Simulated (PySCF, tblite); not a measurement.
# C9H11N: excited states

What do calculations give for the excited states of C9H11N (`N#CC1=C=CCCCCC1`)?

Computed with tblite 0.8.0 and PySCF 2.14.0 and routines of our own; the level stands in each step. Atoms count from 0.

## Step 1: The system as given

21 atoms, charge 0, multiplicity 1; geometry from: force field or distance geometry start.

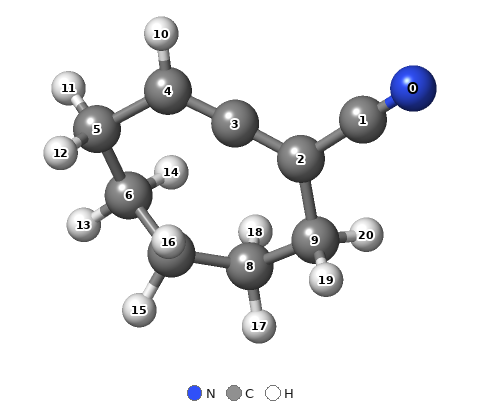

The starting geometry (nitrogen blue, carbon grey, hydrogen white).

## Step 2: Geometry optimisation with GFN2-xTB

What the job is given:

```
{"job": {"kind": "relax", "xc": "GFN2-xTB", "basis": "xTB"}, "charge": 0, "multiplicity": 1}
N      1.551600     3.980700     0.182700
C      1.222400     2.888700     0.142800
C      0.827300     1.540100     0.110000
C     -0.448800     1.258600     0.076300
C     -1.714700     0.932500     0.070400
C     -2.242700    -0.497900     0.061100
C     -1.065000    -1.334300    -0.433400
C      0.129300    -1.253200     0.506400
C      1.341500    -0.857300    -0.271100
C      1.925200     0.493300     0.089500
H     -2.440700     1.693600     0.041700
H     -3.058600    -0.563400    -0.658100
H     -2.495200    -0.818000     1.094000
H     -1.334700    -2.389500    -0.597100
H     -0.719500    -0.922000    -1.405100
H      0.319800    -2.347700     0.804900
H     -0.067600    -0.689300     1.424000
H      2.135700    -1.590700    -0.162300
H      1.069100    -0.766900    -1.348600
H      2.482000     0.459200     1.022900
H      2.574800     0.800500    -0.751700
```

Launch:

```
$ OMP_NUM_THREADS=1 python excited_run.py task.json out
```

This one command runs all jobs of the session in turn.

Output:

```text
step      E/eV     max force
  0    -751.32382    2.665
  1    -751.46712    4.947
  2    -751.62737    2.120
  3    -751.79060    1.691
  4    -752.07320    1.212
  5    -752.22165    2.175
  6    -752.30670    0.878
  7    -752.38170    1.012
  8    -752.46335    1.459
  9    -752.57484    1.492
 10    -752.67721    0.892
 11    -752.78063    0.824
 12    -752.87744    1.341
 13    -752.97334    1.207
 14    -753.05017    0.578
 15    -753.11446    0.662
 16    -753.16051    0.836
 17    -753.21613    0.832
 18    -753.25745    0.515
 19    -753.32521    0.459
 20    -753.35084    0.636
 21    -753.40533    0.546
 22    -753.44084    1.200
 23    -753.48131    0.523
 24    -753.51220    0.423
 25    -753.53812    0.386
 26    -753.56090    0.402
 27    -753.59500    0.369
 28    -753.61908    0.357
 29    -753.63684    0.302
 30    -753.64926    0.249
 31    -753.66395    0.305
 32    -753.67951    0.742
 33    -753.69491    0.526
 34    -753.71021    0.275
 35    -753.73541    0.386
 36    -753.75576    0.338
 37    -753.77809    0.295
 38    -753.79328    0.258
 39    -753.80543    0.359
 40    -753.81908    0.257
 41    -753.83255    0.214
 42    -753.84161    0.158
 43    -753.84553    0.127
 44    -753.84923    0.120
 45    -753.85241    0.137
 46    -753.85604    0.185
 47    -753.85901    0.099
 48    -753.86119    0.079
 49    -753.86303    0.118
 50    -753.86501    0.114
 51    -753.86704    0.140
 52    -753.86874    0.076
 53    -753.86995    0.068
 54    -753.87086    0.061
 55    -753.87159    0.074
 56    -753.87219    0.050
 57    -753.87272    0.064
 58    -753.87325    0.055
 59    -753.87373    0.050
 60    -753.87414    0.049
 61    -753.87453    0.044
 62    -753.87499    0.050
 63    -753.87550    0.057
 64    -753.87596    0.056
 65    -753.87633    0.039
 66    -753.87660    0.043
 67    -753.87678    0.029
 68    -753.87691    0.025
 69    -753.87701    0.023
 70    -753.87710    0.022
 71    -753.87719    0.025
 72    -753.87728    0.031
 73    -753.87736    0.032
 74    -753.87747    0.027
 75    -753.87759    0.028
 76    -753.87773    0.024
 77    -753.87785    0.023
 78    -753.87795    0.021
 79    -753.87803    0.018
 80    -753.87811    0.020
 81    -753.87819    0.022
 82    -753.87827    0.022
 83    -753.87836    0.022
 84    -753.87846    0.027
 85    -753.87855    0.037
 86    -753.87862    0.037
 87    -753.87866    0.029
 88    -753.87870    0.022
 89    -753.87876    0.018
 90    -753.87882    0.016
 91    -753.87886    0.013
 92    -753.87888    0.014
 93    -753.87890    0.010
 94    -753.87892    0.008
```

It took 0.71 s on 1 thread of Arm Neoverse V2, shared host.

Step by step: (not every step is listed)

| step | energy from step 0 (eV) | largest force (eV/Å) |
| --- | --- | --- |
| 0 | 0.0000 | 2.6654 |
| 1 | -0.1433 | 4.9474 |
| 2 | -0.3036 | 2.1195 |
| 3 | -0.4668 | 1.6907 |
| 4 | -0.7494 | 1.2123 |
| 5 | -0.8978 | 2.1749 |
| 6 | -0.9829 | 0.8781 |
| 7 | -1.0579 | 1.0124 |
| 8 | -1.1395 | 1.4587 |
| 16 | -1.8367 | 0.8363 |
| 24 | -2.1884 | 0.4230 |
| 32 | -2.3557 | 0.7424 |
| 40 | -2.4953 | 0.2568 |
| 48 | -2.5374 | 0.0788 |
| 56 | -2.5484 | 0.0496 |
| 64 | -2.5521 | 0.0563 |
| 72 | -2.5535 | 0.0307 |
| 80 | -2.5543 | 0.0205 |
| 88 | -2.5549 | 0.0222 |
| 89 | -2.5549 | 0.0182 |
| 90 | -2.5550 | 0.0164 |
| 91 | -2.5550 | 0.0128 |
| 92 | -2.5551 | 0.0139 |
| 93 | -2.5551 | 0.0099 |
| 94 | -2.5551 | 0.0081 |

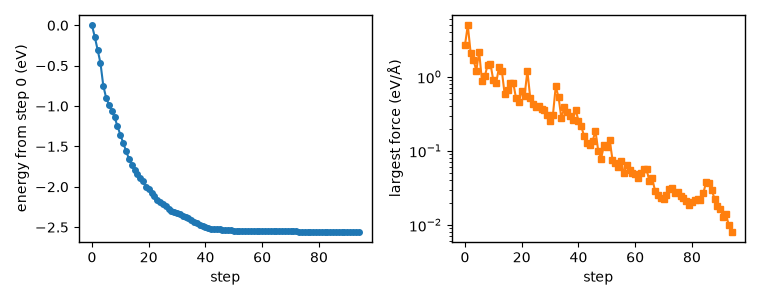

Energy and largest force along the relaxation.

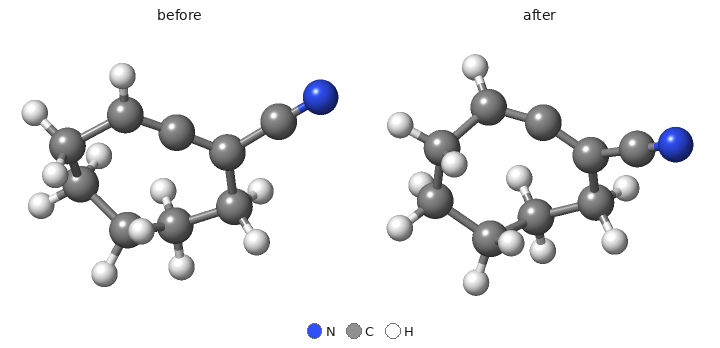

The geometry before (left) and after (right).

Close pairs (by a distance rule), those that changed most:

| bond | before (Å) | after (Å) | change (Å) |
| --- | --- | --- | --- |
| C7–H15 | 1.150 | 1.092 | -0.058 |
| C7–C8 | 1.494 | 1.544 | +0.050 |
| C4–H10 | 1.052 | 1.079 | +0.027 |
| C8–H18 | 1.115 | 1.091 | -0.024 |
| C5–H12 | 1.110 | 1.092 | -0.019 |
| C6–H14 | 1.111 | 1.093 | -0.018 |
| C4–C5 | 1.525 | 1.508 | -0.017 |
| C8–C9 | 1.515 | 1.531 | +0.016 |

The end geometry stands in the next job.

## Step 3: Infrared spectrum with GFN2-xTB

What the job is given:

```
{"job": {"kind": "ir", "xc": "GFN2-xTB", "basis": "xTB"}, "charge": 0, "multiplicity": 1}
N      1.409674     3.640120     1.641754
C      1.112274     2.746584     0.986025
C      0.773129     1.640205     0.183636
C     -0.423322     1.459575    -0.319474
C     -1.495938     0.864804    -0.734746
C     -2.074981    -0.254732     0.092686
C     -1.198207    -1.509550    -0.057661
C      0.246287    -1.344384     0.439713
C      1.233214    -0.717425    -0.568255
C      1.844852     0.602818    -0.091320
H     -1.964556     1.103291    -1.677449
H     -3.090305    -0.480121    -0.234735
H     -2.106515     0.031750     1.145474
H     -1.670099    -2.309836     0.517777
H     -1.188334    -1.822617    -1.104309
H      0.613140    -2.337961     0.705625
H      0.233738    -0.755262     1.358355
H      2.053784    -1.413020    -0.755026
H      0.731344    -0.549662    -1.522526
H      2.404147     0.444302     0.835097
H      2.547753     0.978062    -0.841111
```

Output:

```text
mode    cm-1     km/mol
  1      73.1      3.41
  2     107.3      3.79
  3     151.7      1.00
  4     176.1      0.46
  5     253.9      3.82
  6     260.7      1.13
  7     318.6      0.49
  8     338.1      0.24
  9     414.4      1.78
 10     450.7      3.37
 11     504.1      1.64
 12     529.1      4.32
 13     541.5      7.40
 14     572.0      3.38
 15     712.1      2.72
 16     766.3      5.31
 17     810.0      9.01
 18     841.0      7.01
 19     888.3      3.53
 20     914.3      4.75
 21     960.4      2.41
 22    1021.2      0.79
 23    1029.9      1.93
 24    1070.0      2.86
 25    1076.2      0.09
 26    1121.2      1.14
 27    1137.0      0.79
 28    1164.4      6.25
 29    1172.5      5.78
 30    1201.9      1.89
 31    1218.3      1.97
 32    1224.3      0.06
 33    1259.9      0.17
 34    1309.9      4.39
 35    1317.2      1.87
 36    1331.5      0.88
 37    1347.8      3.28
 38    1367.0      0.50
 39    1425.5      6.05
 40    1466.8      1.71
 41    1473.3      1.86
 42    1486.2      2.41
 43    1486.6      1.27
 44    1495.4      2.47
 45    2027.3    135.11
 46    2366.9    288.12
 47    2945.4     28.38
 48    2961.5     17.20
 49    2964.0      4.10
 50    2969.4     15.40
 51    2976.5     22.17
 52    2980.0     36.42
 53    2985.8     56.58
 54    2993.1     40.82
 55    2995.9     56.52
 56    2998.4     96.67
 57    3065.0     24.04
```

Run time: 0.79 s. Hardware: 1 thread of Arm Neoverse V2, shared host.

Which atoms move in the most intense modes:

| cm⁻¹ | km/mol | atoms |
| --- | --- | --- |
| 2027 | 135.1 | C3 65 %, C4 18 %, C2 16 % |
| 2367 | 288.1 | C1 60 %, N0 39 % |
| 2945 | 28.4 | H20 69 %, H19 22 % |
| 2980 | 36.4 | H16 25 %, H17 20 %, H12 18 %, H18 16 % |
| 2986 | 56.6 | H12 36 %, H14 24 %, H18 12 % |
| 2993 | 40.8 | H15 32 %, H16 29 %, H17 24 % |
| 2996 | 56.5 | H11 84 % |
| 2998 | 96.7 | H18 49 %, H16 23 %, H17 14 % |

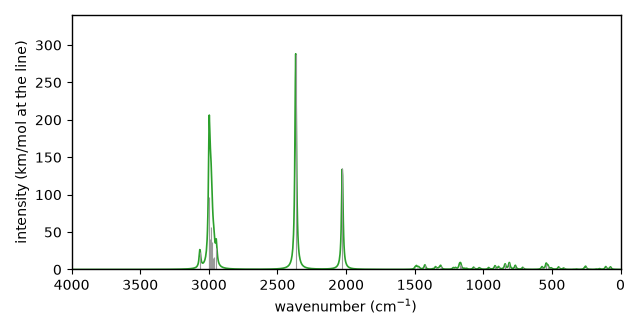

The infrared spectrum from these modes, unscaled. Lines are broadened to a width of 14 cm⁻¹ (Lorentzian).

## Step 4: Excited states: TDA CAM-B3LYP/def2-SVP

Settings changed since step 3:

```diff
@@ -1,2 +1,2 @@
-{"job": {"kind": "ir", "xc": "GFN2-xTB", "basis": "xTB"}, "charge": 0, "multiplicity": 1}
+{"job": {"kind": "states", "xc": "CAM-B3LYP", "basis": "def2-SVP", "tda": true, "soc": true, "nstates": 5, "ntriplets": 4, "nquad": 4}, "charge": 0, "multiplicity": 1}
 N      1.409674     3.640120     1.641754
```

Level: TDA CAM-B3LYP/def2-SVP excited states, vertical, gas phase, spin-orbit mean-field couplings.

Output:

```text
coarse grid: 17656 points
cycle   1  E = -403.5617858134  dE =  1.759e+00  |g| = 5.093e-01  |ddm| = 5.130e+00
cycle   2  E = -403.4777578907  dE =  8.403e-02  |g| = 8.470e-01  |ddm| = 1.146e+00
cycle   3  E = -403.6328808525  dE = -1.551e-01  |g| = 7.192e-02  |ddm| = 6.728e-01
cycle   4  E = -403.6338467217  dE = -9.659e-04  |g| = 4.736e-02  |ddm| = 1.496e-01
cycle   5  E = -403.6344125482  dE = -5.658e-04  |g| = 7.516e-03  |ddm| = 6.689e-02
cycle   6  E = -403.6344260318  dE = -1.348e-05  |g| = 3.224e-03  |ddm| = 1.235e-02
cycle   7  E = -403.6344286230  dE = -2.591e-06  |g| = 7.766e-04  |ddm| = 4.398e-03
final grid: 170960 points
cycle   8  E = -403.7200343275  dE = -5.863e-05  |g| = 3.900e-03  |ddm| = 4.692e-02
cycle   9  E = -403.7200354262  dE = -1.099e-06  |g| = 3.525e-03  |ddm| = 1.006e-02
cycle  10  E = -403.7200385398  dE = -3.114e-06  |g| = 6.084e-04  |ddm| = 4.359e-03
cycle  11  E = -403.7200385883  dE = -4.846e-08  |g| = 4.283e-04  |ddm| = 8.820e-04
cycle  12  E = -403.7200386251  dE = -3.677e-08  |g| = 8.832e-05  |ddm| = 4.044e-04
cycle  13  E = -403.7200386269  dE = -1.885e-09  |g| = 3.170e-05  |ddm| = 1.547e-04
cycle  14  E = -403.7200386272  dE = -2.597e-10  |g| = 4.895e-06  |ddm| = 4.176e-05
converged SCF energy = -403.7200386272

Singlet excitations
state   eV       nm        f     d(h-e)  d(exc)  Lambda  PR(NTO)  |dmu|/D   mu/D   main configurations
  1   5.2647   235.5   0.00076   1.122   2.754   0.661   1.049    2.924    7.697   H-1->L 0.76, H->L 0.13
  2   5.6489   219.5   0.02804   0.960   2.823   0.705   1.034    2.291    3.650   H->L+1 0.54, H->L 0.37
  3   6.6997   185.1   0.45923   0.309   2.831   0.670   1.197    0.706    4.605   H->L 0.34, H->L+1 0.25, H-1->L 0.12
  4   6.8576   180.8   0.07478   1.155   2.804   0.447   1.096    3.504    2.346   H-2->L 0.59, H-5->L 0.10, H-4->L 0.08
  5   7.4320   166.8   0.09834   0.470   2.582   0.522   1.781                     H->L+3 0.52, H-1->L+1 0.17

Triplet excitations (Tamm-Dancoff)
state   eV     d(h-e)  d(exc)  Lambda  PR(NTO)   main configurations
  1   3.6899   0.150   2.475   0.819   1.161   H->L 0.89
  2   4.2964   0.187   2.306   0.661   1.394   H-1->L 0.49, H-1->L+1 0.24, H->L+1 0.15
  3   5.1646   0.945   2.650   0.689   1.025   H-1->L 0.43, H-1->L+1 0.39
  4   5.5175   0.965   2.779   0.649   1.062   H->L+1 0.71, H-1->L+1 0.19
S1 - T1 = 1.5748 eV

Spin-orbit couplings |<S|Hso|T>| (cm-1)
             T1       T2       T3       T4
S0        1.592    2.586    7.379   11.239
S1        1.187    5.104    2.357    0.372
S2        2.013    4.085    0.531    0.627
S3        3.726    1.265    3.379    2.902
S4        7.316    4.012    2.568    0.392
S5       10.324    3.834    1.818    4.915
T1 sublevels (cm-1): 0.000 0.005 0.006   radiative rates (1/s): 8.69 0.173 4.03
```

Wall time 69 s (1 thread of Arm Neoverse V2, shared host); peak memory 0.94 GiB.

Key values:

| quantity | value |
| --- | --- |
| S1 less T1 | 1.57 eV |

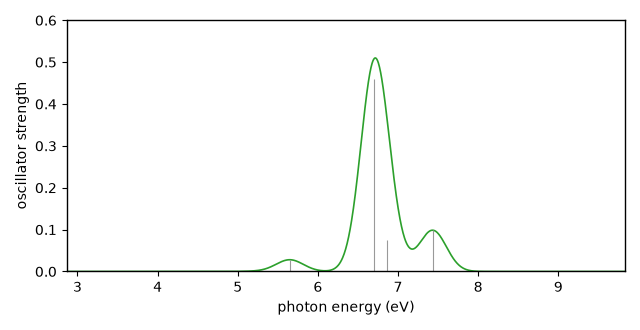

Absorption lines of the singlets. Lines are broadened to a width of 0.40 eV (Gaussian).

Orbitals, density, ELF and potential are computed afterwards from the orbital file.

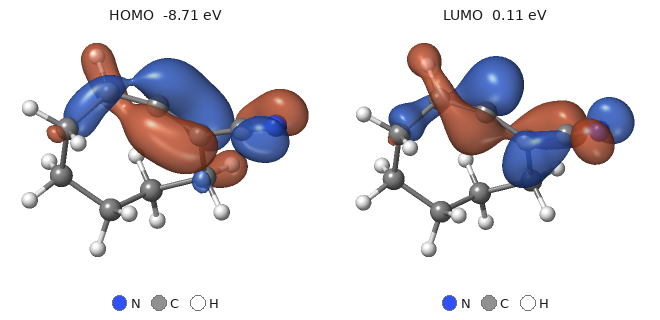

CAM-B3LYP/def2-SVP orbitals near the gap, drawn at the value that encloses 70 % of each; the two colours are the two signs.

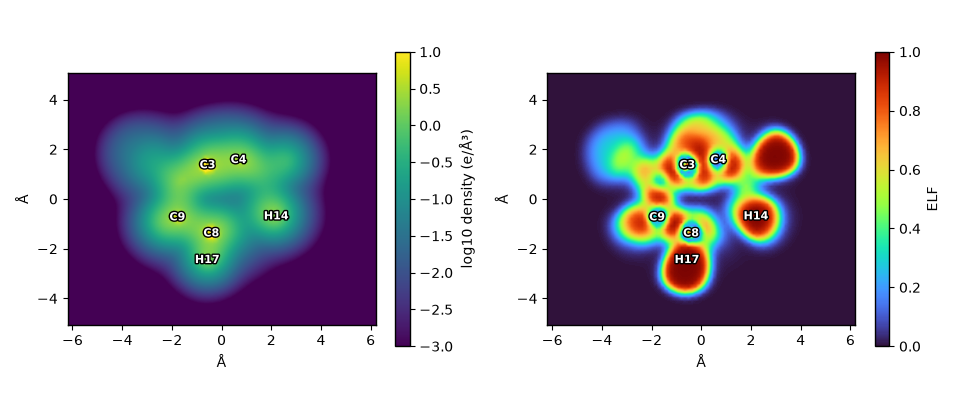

Density (left) and ELF (right) in a plane through or near 6 of the atoms.

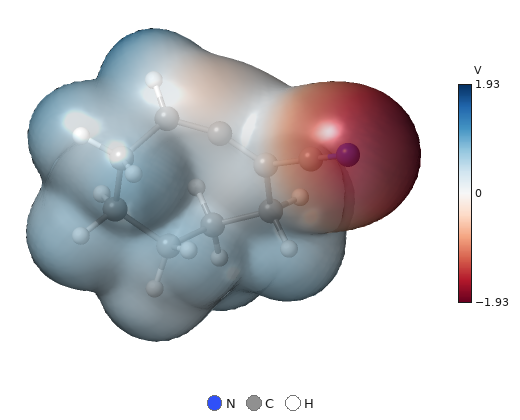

Electrostatic potential on the surface of density 0.002 e/bohr³; red is low, blue high. It runs from -1.93 V near N0 to 1.09 V near H10.

## Step 5: Results

```
                                                                  quantity                  value
                                 strongest single infrared mode (GFN2-xTB)  2367 cm⁻¹, 288 km/mol
                                              zero-point energy (GFN2-xTB)         110.1 kcal/mol
                               S1 less T1 (step 4, TDA CAM-B3LYP/def2-SVP)                1.57 eV
potential on the surface of density 0.002 e/bohr³, 1st and 99th percentile     -1.93 V and 1.09 V
```

In words: All 57 modes are real, so the xTB geometry is a minimum. The strongest single mode, at 2367 cm⁻¹, moves mainly C1 and N0. GFN2-xTB is a fitted tight-binding method: band positions and strengths are rough. Its intensities can rank the bands wrongly. In step 4, the number of triplets below S1 is 3, and the largest singlet-triplet spin-orbit coupling is S0–T4, 11.24 cm⁻¹.
